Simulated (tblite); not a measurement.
## Geometry relaxation, with input and output: Si4PH7Br (part 2 of 2)

Si4PH7Br, multiplicity 2; GFN2-xTB geometry optimisation, gas phase (tblite 0.8.0). It belongs to a series of runs on one base structure; here: H removed from P.

Geometry of the input (Å):
```
P  -3.2006  -0.3538  -0.2377
Si -1.1015  -0.8531  0.1019
Si 0.3403  -0.2078  -1.5405
Si 1.8189  0.2845  0.1083
Br 3.0359  -1.4669  0.7008
Si 0.0149  0.5804  1.4832
H  -2.9606  1.0036  -0.6118
H  -0.9069  -2.2769  0.5037
H  0.7597  -1.2884  -2.4757
H  -0.1394  1.0174  -2.2520
H  2.6506  1.4871  -0.1134
H  -0.5153  1.9683  1.4205
H  0.1995  0.1060  2.8949
```

## Trajectory as extended XYZ, continued
```
13
Properties=species:S:1:pos:R:3:forces:R:3 step=48 energy=-463.52460
P    -3.3764   -0.3052   -0.2829   -0.0170  -0.0100   0.0020
Si   -1.2804   -0.7560    0.0626    0.0230  -0.0060  -0.0140
Si    0.3816   -0.3462   -1.6377   -0.0160   0.0480   0.0090
Si    1.8143    0.4731    0.0694   -0.0620  -0.0460  -0.0150
Br    3.2927   -1.1518    0.6474    0.0030   0.0160  -0.0020
Si    0.0342    0.5077    1.6359   -0.0140   0.0440  -0.0250
H    -3.1503    1.0251   -0.5973    0.0170   0.0410  -0.0090
H    -1.2310   -2.1793    0.4358   -0.0210  -0.0310   0.0090
H     0.8374   -1.4466   -2.4918   -0.0030   0.0110   0.0090
H     0.0574    0.7369   -2.5833    0.0110  -0.0630   0.0430
H     2.7694    1.5625   -0.1177    0.0640   0.0650  -0.0070
H    -0.4111    1.8946    1.8561    0.0100  -0.0610  -0.0060
H     0.2578   -0.0142    2.9857    0.0040  -0.0070   0.0080
13
Properties=species:S:1:pos:R:3:forces:R:3 step=50 energy=-463.52594
P    -3.3743   -0.2945   -0.2840   -0.0260   0.0260  -0.0090
Si   -1.2804   -0.7524    0.0611   -0.0020  -0.0240  -0.0170
Si    0.3809   -0.3496   -1.6385    0.0020   0.0080   0.0220
Si    1.8073    0.4856    0.0662    0.0230  -0.0050  -0.0170
Br    3.3037   -1.1242    0.6417   -0.0010  -0.0030   0.0020
Si    0.0305    0.5042    1.6375    0.0190   0.0070  -0.0080
H    -3.1436    1.0365   -0.5980    0.0100   0.0170  -0.0030
H    -1.2472   -2.1767    0.4327   -0.0080  -0.0300   0.0100
H     0.8340   -1.4692   -2.4704   -0.0040   0.0360   0.0100
H     0.0657    0.7212   -2.5975   -0.0010  -0.0440   0.0160
H     2.7682    1.5756   -0.1213   -0.0060   0.0290  -0.0050
H    -0.4066    1.8882    1.8754   -0.0090  -0.0320   0.0070
H     0.2574   -0.0442    2.9775    0.0020   0.0140  -0.0080
13
Properties=species:S:1:pos:R:3:forces:R:3 step=53 energy=-463.52712
P    -3.3840   -0.2765   -0.2898    0.0170   0.0270  -0.0040
Si   -1.2885   -0.7423    0.0536   -0.0420  -0.0250   0.0120
Si    0.3826   -0.3565   -1.6347    0.0090  -0.0350   0.0140
Si    1.8040    0.4944    0.0609    0.0570   0.0390   0.0030
Br    3.3255   -1.0897    0.6356    0.0040  -0.0130   0.0040
Si    0.0331    0.4976    1.6392    0.0200  -0.0400   0.0000
H    -3.1552    1.0562   -0.6002    0.0170   0.0060  -0.0020
H    -1.2683   -2.1677    0.4273   -0.0050  -0.0100   0.0010
H     0.8400   -1.4938   -2.4382    0.0060   0.0140   0.0030
H     0.0848    0.6870   -2.6230   -0.0210   0.0110  -0.0160
H     2.7508    1.5997   -0.1290   -0.0390  -0.0020  -0.0030
H    -0.3970    1.8739    1.9150   -0.0240   0.0100   0.0070
H     0.2675   -0.0817    2.9657    0.0020   0.0170  -0.0170
13
Properties=species:S:1:pos:R:3:forces:R:3 step=55 energy=-463.52805
P    -3.3874   -0.2545   -0.2944    0.0290   0.0060   0.0030
Si   -1.2954   -0.7398    0.0477   -0.0280   0.0000   0.0430
Si    0.3833   -0.3630   -1.6301    0.0120  -0.0160  -0.0120
Si    1.8056    0.5080    0.0565   -0.0060   0.0050   0.0100
Br    3.3438   -1.0599    0.6305    0.0070  -0.0020   0.0000
Si    0.0368    0.4909    1.6393   -0.0100  -0.0270  -0.0030
H    -3.1484    1.0763   -0.6021    0.0230   0.0180  -0.0060
H    -1.2871   -2.1654    0.4239   -0.0080   0.0020  -0.0070
H     0.8392   -1.5189   -2.4052    0.0210  -0.0020  -0.0140
H     0.0960    0.6580   -2.6456   -0.0210   0.0050  -0.0020
H     2.7325    1.6272   -0.1377   -0.0170   0.0050  -0.0040
H    -0.3941    1.8615    1.9483   -0.0130  -0.0170  -0.0020
H     0.2708   -0.1200    2.9512    0.0110   0.0230  -0.0070
13
Properties=species:S:1:pos:R:3:forces:R:3 step=58 energy=-463.52894
P    -3.3768   -0.2560   -0.2911   -0.0100   0.0190  -0.0060
Si   -1.2920   -0.7555    0.0566    0.0350   0.0110   0.0080
Si    0.3822   -0.3598   -1.6282   -0.0090   0.0050  -0.0120
Si    1.8098    0.5101    0.0576   -0.0290  -0.0230   0.0010
Br    3.3310   -1.0768    0.6333    0.0010   0.0140  -0.0040
Si    0.0352    0.4910    1.6341   -0.0140   0.0110   0.0050
H    -3.1225    1.0718   -0.6021    0.0170   0.0090  -0.0020
H    -1.2823   -2.1811    0.4289   -0.0110  -0.0010  -0.0020
H     0.8334   -1.5045   -2.4218    0.0260  -0.0020  -0.0190
H     0.0767    0.6748   -2.6274   -0.0090  -0.0200   0.0150
H     2.7459    1.6219   -0.1348   -0.0130   0.0000  -0.0010
H    -0.4074    1.8638    1.9223   -0.0060  -0.0310  -0.0050
H     0.2624   -0.0991    2.9549    0.0200   0.0100   0.0200
13
Properties=species:S:1:pos:R:3:forces:R:3 step=61 energy=-463.53022
P    -3.3742   -0.2310   -0.2953    0.0190   0.0160  -0.0030
Si   -1.2960   -0.7588    0.0641    0.0070  -0.0050  -0.0520
Si    0.3826   -0.3685   -1.6246   -0.0130  -0.0410  -0.0550
Si    1.8056    0.5195    0.0541    0.0170   0.0150  -0.0050
Br    3.3441   -1.0519    0.6286   -0.0020   0.0190  -0.0050
Si    0.0335    0.4798    1.6320    0.0140   0.0090   0.0850
H    -3.1020    1.0941   -0.6059    0.0200  -0.0060   0.0050
H    -1.3027   -2.1876    0.4269   -0.0140   0.0170   0.0010
H     0.8421   -1.5184   -2.4110    0.0130   0.0270   0.0130
H     0.0740    0.6502   -2.6390   -0.0110  -0.0110   0.0220
H     2.7328    1.6431   -0.1412   -0.0550  -0.0490   0.0090
H    -0.4141    1.8438    1.9427   -0.0180   0.0100  -0.0160
H     0.2699   -0.1138    2.9509    0.0230  -0.0010   0.0010
13
Properties=species:S:1:pos:R:3:forces:R:3 step=63 energy=-463.53247
P    -3.3728   -0.1770   -0.3064    0.0510  -0.0070   0.0050
Si   -1.3053   -0.7492    0.0658   -0.0470  -0.0330  -0.0990
Si    0.3833   -0.3918   -1.6236    0.0070  -0.0600  -0.0220
Si    1.7933    0.5369    0.0481    0.0080   0.0130  -0.0200
Br    3.3818   -0.9848    0.6160   -0.0020   0.0230  -0.0060
Si    0.0339    0.4581    1.6384    0.0450  -0.0070   0.0880
H    -3.0751    1.1432   -0.6125    0.0270   0.0020   0.0050
H    -1.3505   -2.1806    0.4171   -0.0120   0.0260   0.0050
H     0.8665   -1.5630   -2.3654   -0.0010   0.0380   0.0230
H     0.0823    0.5868   -2.6761   -0.0170   0.0130   0.0050
H     2.6816    1.6897   -0.1578   -0.0520  -0.0570   0.0120
H    -0.4193    1.8027    2.0038   -0.0340   0.0700  -0.0140
H     0.2960   -0.1705    2.9349    0.0260  -0.0210   0.0170
13
Properties=species:S:1:pos:R:3:forces:R:3 step=66 energy=-463.53786
P    -3.3457   -0.0469   -0.3283    0.0300   0.0120  -0.0040
Si   -1.3194   -0.7423    0.0592   -0.0420  -0.0480  -0.0700
Si    0.3836   -0.4488   -1.6217    0.0130   0.0330   0.0850
Si    1.7595    0.5740    0.0321   -0.0700  -0.0530  -0.0200
Br    3.4526   -0.8318    0.5856    0.0100   0.0250  -0.0070
Si    0.0384    0.4103    1.6609    0.0160   0.0070  -0.0390
H    -2.9656    1.2548   -0.6260    0.0200  -0.0150   0.0090
H    -1.4585   -2.1686    0.3985   -0.0090   0.0040   0.0110
H     0.9175   -1.6543   -2.2607    0.0000   0.0040  -0.0210
H     0.0770    0.4532   -2.7376    0.0000   0.0040  -0.0070
H     2.5521    1.7851   -0.1937    0.0120  -0.0020   0.0020
H    -0.4516    1.7146    2.1144   -0.0040   0.0540   0.0030
H     0.3557   -0.2986    2.8996    0.0250  -0.0230   0.0570
13
Properties=species:S:1:pos:R:3:forces:R:3 step=69 energy=-463.54048
P    -3.3167    0.0023   -0.3332   -0.0330   0.0120  -0.0120
Si   -1.3197   -0.7634    0.0573    0.0120  -0.0140  -0.0090
Si    0.3819   -0.4673   -1.6154   -0.0160   0.0430   0.0310
Si    1.7420    0.5820    0.0244   -0.0280  -0.0140   0.0160
Br    3.4625   -0.7879    0.5754    0.0280  -0.0010   0.0000
Si    0.0382    0.3934    1.6675   -0.0300   0.0080  -0.0330
H    -2.8879    1.2886   -0.6300    0.0210  -0.0110   0.0060
H    -1.4978   -2.1821    0.3988   -0.0130  -0.0270   0.0100
H     0.9351   -1.6640   -2.2511    0.0080  -0.0190  -0.0290
H     0.0479    0.4223   -2.7342    0.0140   0.0010  -0.0010
H     2.5181    1.8039   -0.2008    0.0000   0.0090  -0.0070
H    -0.4836    1.6883    2.1205    0.0270   0.0100   0.0010
H     0.3757   -0.3158    2.9030    0.0110   0.0030   0.0260
13
Properties=species:S:1:pos:R:3:forces:R:3 step=71 energy=-463.54133
P    -3.3111   -0.0122   -0.3291   -0.0300  -0.0090  -0.0070
Si   -1.3149   -0.7808    0.0622    0.0130   0.0000  -0.0100
Si    0.3785   -0.4591   -1.6150    0.0010  -0.0110  -0.0090
Si    1.7443    0.5754    0.0277    0.0110   0.0080   0.0150
Br    3.4470   -0.8187    0.5810    0.0170  -0.0030  -0.0010
Si    0.0337    0.3993    1.6644   -0.0160  -0.0110   0.0110
H    -2.8740    1.2700   -0.6277    0.0180   0.0070   0.0010
H    -1.4862   -2.1993    0.4063   -0.0120  -0.0240   0.0090
H     0.9298   -1.6373   -2.2917   -0.0070   0.0100   0.0060
H     0.0298    0.4511   -2.7122    0.0090   0.0150  -0.0020
H     2.5456    1.7840   -0.1930   -0.0270  -0.0090  -0.0050
H    -0.4933    1.7024    2.0862    0.0200   0.0210  -0.0030
H     0.3663   -0.2742    2.9231    0.0050   0.0050  -0.0060
13
Properties=species:S:1:pos:R:3:forces:R:3 step=74 energy=-463.54174
P    -3.3112   -0.0126   -0.3298    0.0190  -0.0030  -0.0040
Si   -1.3136   -0.7852    0.0603   -0.0230  -0.0120   0.0110
Si    0.3778   -0.4586   -1.6163    0.0080   0.0040  -0.0020
Si    1.7439    0.5717    0.0307   -0.0050  -0.0150   0.0130
Br    3.4472   -0.8248    0.5820    0.0030   0.0140  -0.0050
Si    0.0308    0.3999    1.6666   -0.0100  -0.0070  -0.0010
H    -2.8643    1.2678   -0.6269    0.0010  -0.0070   0.0030
H    -1.4846   -2.2046    0.4089   -0.0090   0.0050  -0.0010
H     0.9296   -1.6329   -2.2990   -0.0090   0.0090   0.0030
H     0.0258    0.4582   -2.7084    0.0130   0.0030   0.0080
H     2.5414    1.7808   -0.1934   -0.0070   0.0010  -0.0050
H    -0.4943    1.7082    2.0793    0.0260  -0.0050  -0.0050
H     0.3671   -0.2675    2.9282   -0.0050   0.0130  -0.0140
13
Properties=species:S:1:pos:R:3:forces:R:3 step=77 energy=-463.54235
P    -3.3144   -0.0067   -0.3350    0.0180   0.0100  -0.0080
Si   -1.3199   -0.7851    0.0569   -0.0130  -0.0170   0.0130
Si    0.3799   -0.4604   -1.6145   -0.0110   0.0190   0.0050
Si    1.7387    0.5695    0.0366   -0.0010  -0.0020  -0.0100
Br    3.4578   -0.8075    0.5774    0.0110   0.0030   0.0020
Si    0.0247    0.3936    1.6672    0.0030   0.0170  -0.0110
H    -2.8615    1.2735   -0.6263   -0.0060  -0.0150   0.0040
H    -1.4939   -2.2041    0.4090   -0.0080   0.0150  -0.0060
H     0.9301   -1.6400   -2.2863   -0.0020  -0.0100  -0.0130
H     0.0370    0.4532   -2.7126    0.0110  -0.0070   0.0150
H     2.5229    1.7848   -0.1984   -0.0030   0.0070  -0.0010
H    -0.4792    1.7083    2.0873    0.0120  -0.0190  -0.0040
H     0.3733   -0.2784    2.9211   -0.0110   0.0000   0.0150
13
Properties=species:S:1:pos:R:3:forces:R:3 step=79 energy=-463.54262
P    -3.3073    0.0181   -0.3409    0.0020   0.0070  -0.0090
Si   -1.3255   -0.7880    0.0563    0.0060   0.0030   0.0070
Si    0.3804   -0.4691   -1.6115   -0.0130  -0.0040   0.0010
Si    1.7311    0.5768    0.0353    0.0170   0.0080  -0.0140
Br    3.4744   -0.7719    0.5697    0.0060   0.0020   0.0020
Si    0.0225    0.3830    1.6689    0.0130   0.0030  -0.0010
H    -2.8363    1.2924   -0.6276   -0.0040  -0.0090   0.0020
H    -1.5203   -2.2038    0.4060   -0.0060   0.0010  -0.0030
H     0.9346   -1.6564   -2.2672   -0.0020  -0.0070  -0.0070
H     0.0408    0.4268   -2.7241    0.0060   0.0050   0.0100
H     2.4983    1.8026   -0.2061   -0.0150  -0.0020   0.0010
H    -0.4780    1.6910    2.1098    0.0010  -0.0020  -0.0040
H     0.3810   -0.3011    2.9136   -0.0110  -0.0050   0.0150
13
Properties=species:S:1:pos:R:3:forces:R:3 step=82 energy=-463.54281
P    -3.2991    0.0397   -0.3460   -0.0020  -0.0120  -0.0040
Si   -1.3278   -0.7893    0.0570    0.0030   0.0100   0.0060
Si    0.3791   -0.4777   -1.6102    0.0020  -0.0170   0.0040
Si    1.7267    0.5818    0.0322   -0.0090  -0.0130  -0.0070
Br    3.4870   -0.7450    0.5644    0.0050   0.0060   0.0000
Si    0.0235    0.3753    1.6716    0.0160  -0.0100   0.0060
H    -2.8107    1.3071   -0.6284   -0.0010   0.0130  -0.0040
H    -1.5407   -2.2026    0.4029   -0.0040  -0.0070   0.0000
H     0.9380   -1.6699   -2.2545   -0.0060   0.0020   0.0000
H     0.0412    0.4061   -2.7323    0.0040   0.0120   0.0060
H     2.4744    1.8177   -0.2124    0.0000   0.0110  -0.0020
H    -0.4810    1.6762    2.1270    0.0020   0.0050  -0.0070
H     0.3849   -0.3189    2.9109   -0.0100  -0.0010   0.0010
13
Properties=species:S:1:pos:R:3:forces:R:3 step=84 energy=-463.54306
P    -3.2940    0.0505   -0.3522   -0.0030  -0.0230   0.0020
Si   -1.3294   -0.7905    0.0597   -0.0020  -0.0020   0.0020
Si    0.3768   -0.4845   -1.6089    0.0110  -0.0070   0.0100
Si    1.7242    0.5806    0.0303   -0.0300  -0.0270  -0.0030
Br    3.4963   -0.7287    0.5613    0.0110   0.0060  -0.0010
Si    0.0256    0.3695    1.6739    0.0110  -0.0060   0.0060
H    -2.7946    1.3141   -0.6284   -0.0010   0.0280  -0.0080
H    -1.5523   -2.2037    0.4017   -0.0010   0.0000   0.0000
H     0.9378   -1.6769   -2.2507   -0.0080   0.0010  -0.0020
H     0.0445    0.4013   -2.7312    0.0000   0.0050   0.0050
H     2.4542    1.8251   -0.2168    0.0190   0.0230  -0.0030
H    -0.4775    1.6706    2.1311    0.0010   0.0020  -0.0070
H     0.3841   -0.3270    2.9127   -0.0070  -0.0010  -0.0010
13
Properties=species:S:1:pos:R:3:forces:R:3 step=87 energy=-463.54334
P    -3.2954    0.0421   -0.3564   -0.0030  -0.0010   0.0000
Si   -1.3300   -0.7923    0.0637    0.0040  -0.0040  -0.0040
Si    0.3749   -0.4855   -1.6077    0.0050   0.0030   0.0030
Si    1.7248    0.5751    0.0290    0.0040   0.0010   0.0060
Br    3.4993   -0.7297    0.5618    0.0120   0.0010  -0.0010
Si    0.0290    0.3694    1.6745   -0.0050   0.0000   0.0000
H    -2.8019    1.3104   -0.6280   -0.0040   0.0050  -0.0020
H    -1.5520   -2.2070    0.4027    0.0030   0.0080   0.0000
H     0.9323   -1.6741   -2.2587   -0.0070  -0.0030  -0.0060
H     0.0506    0.4148   -2.7214   -0.0060  -0.0070   0.0060
H     2.4555    1.8216   -0.2162    0.0010  -0.0010   0.0000
H    -0.4682    1.6771    2.1201   -0.0030  -0.0020  -0.0030
H     0.3767   -0.3215    2.9190   -0.0020  -0.0020   0.0030
13
Properties=species:S:1:pos:R:3:forces:R:3 step=90 energy=-463.54341
P    -3.2979    0.0332   -0.3548    0.0060   0.0100  -0.0020
Si   -1.3279   -0.7924    0.0633   -0.0030   0.0120  -0.0040
Si    0.3760   -0.4823   -1.6080    0.0060  -0.0070   0.0010
Si    1.7285    0.5732    0.0302    0.0110   0.0040   0.0080
Br    3.4983   -0.7394    0.5639    0.0040   0.0040  -0.0030
Si    0.0294    0.3728    1.6740   -0.0030  -0.0060   0.0010
H    -2.8129    1.3051   -0.6280   -0.0050  -0.0080   0.0010
H    -1.5474   -2.2065    0.4036    0.0050  -0.0020   0.0030
H     0.9293   -1.6690   -2.2665   -0.0060  -0.0010  -0.0010
H     0.0491    0.4212   -2.7180   -0.0070   0.0010   0.0030
H     2.4661    1.8165   -0.2136   -0.0050  -0.0070   0.0010
H    -0.4686    1.6820    2.1141   -0.0020  -0.0010  -0.0040
H     0.3735   -0.3141    2.9221   -0.0020   0.0000  -0.0030
13
Properties=species:S:1:pos:R:3:forces:R:3 step=92 energy=-463.54353
P    -3.2967    0.0347   -0.3580    0.0120   0.0100  -0.0010
Si   -1.3272   -0.7919    0.0628   -0.0120   0.0240  -0.0040
Si    0.3780   -0.4846   -1.6064    0.0050  -0.0090   0.0010
Si    1.7306    0.5708    0.0327   -0.0010  -0.0060   0.0050
Br    3.5076   -0.7336    0.5624    0.0010   0.0060  -0.0020
Si    0.0297    0.3704    1.6753    0.0010  -0.0070   0.0020
H    -2.8127    1.3076   -0.6288   -0.0030  -0.0110   0.0010
H    -1.5513   -2.2044    0.4035    0.0060  -0.0150   0.0050
H     0.9255   -1.6714   -2.2698   -0.0030   0.0010   0.0030
H     0.0481    0.4200   -2.7143   -0.0050   0.0060   0.0000
H     2.4601    1.8176   -0.2148    0.0030  -0.0010   0.0010
H    -0.4675    1.6810    2.1126   -0.0010  -0.0030  -0.0020
H     0.3714   -0.3157    2.9249   -0.0030   0.0040  -0.0080
13
Properties=species:S:1:pos:R:3:forces:R:3 step=95 energy=-463.54362
P    -3.2942    0.0418   -0.3617   -0.0030   0.0000   0.0000
Si   -1.3289   -0.7908    0.0626   -0.0020   0.0010  -0.0010
Si    0.3793   -0.4889   -1.6045   -0.0040   0.0020  -0.0010
Si    1.7295    0.5698    0.0346   -0.0020  -0.0040  -0.0040
Br    3.5158   -0.7220    0.5595    0.0070   0.0010   0.0010
Si    0.0291    0.3656    1.6766    0.0000   0.0020  -0.0030
H    -2.8060    1.3129   -0.6298    0.0020   0.0000  -0.0010
H    -1.5536   -2.2039    0.4038    0.0020  -0.0010   0.0020
H     0.9223   -1.6771   -2.2684    0.0010   0.0000   0.0020
H     0.0480    0.4166   -2.7116   -0.0010   0.0020   0.0010
H     2.4500    1.8210   -0.2172    0.0030  -0.0010   0.0020
H    -0.4657    1.6772    2.1132   -0.0020  -0.0020   0.0020
H     0.3699   -0.3217    2.9251   -0.0010   0.0010  -0.0010
```

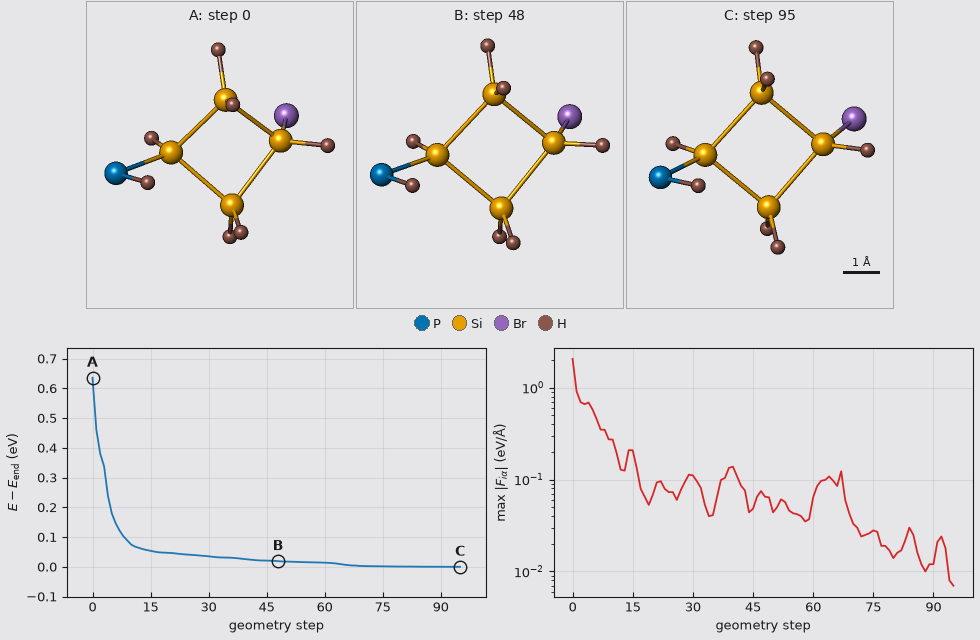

Frames of the relaxation (ball-and-stick view, seen at a tilt) above the curves, on which the letters mark them (steps are counted from 0).

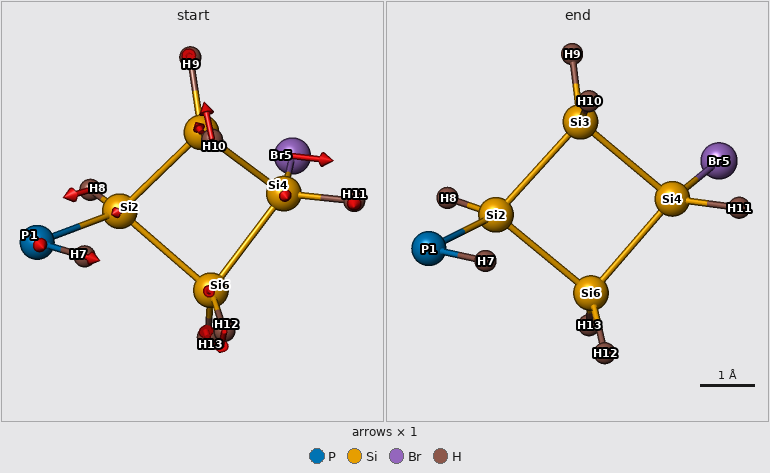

Before (left) and after (right) the relaxation, at one scale (ball-and-stick view, seen at a tilt). The red arrows give the displacements, at true length. After 95 geometry steps the energy has fallen by 0.636 eV. The largest force component goes from 2.1 to 0.007 eV/Å. The atom that moves furthest after the best rigid fit is Br5 (0.89 Å). By element the largest moves are Br 0.89 Å, H 0.78 Å, P 0.43 Å, Si 0.30 Å. Distances before and after: Si2–Si3 2.279 → 2.406 Å, Si3–Si4 2.269 → 2.373 Å, Si4–Si6 2.287 → 2.373 Å, Si4–Br5 2.213 → 2.266 Å. Among the angles that change: Br5–Si4–H11 112.0° → 98.0°, H9–Si3–H10 112.7° → 104.0°, H12–Si6–H13 112.2° → 104.1°. (Atoms are counted from 1 in the order of the input.)

## Results in brief

- outcome: converged
- total energy: −463.5436 eV
- hardware: 1 CPU thread, shared host
- wall time: 1.9 s
- peak memory: 0.18 GiB
